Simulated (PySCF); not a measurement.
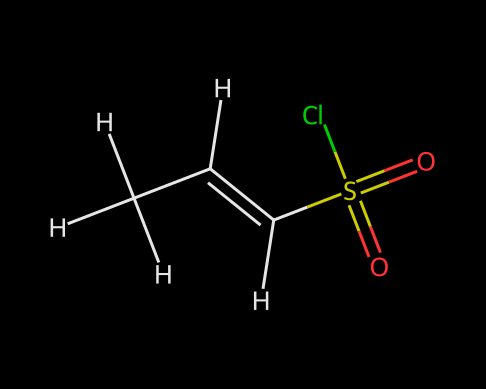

Computed geometry: GFN2-xTB optimisation. No frequency run is at hand to confirm it as a minimum. Method: PBE0/pcSseg-1, gas phase (PySCF 2.14.0).

What does the calculation give?

The species is C3H5ClO2S (`C/C=C/S(=O)(=O)Cl`).
- dipole moment: 5.24 D
- HOMO energy (Kohn–Sham orbital): −8.76 eV
- LUMO energy (Kohn–Sham orbital): −1.85 eV
- HOMO–LUMO gap: 6.92 eV
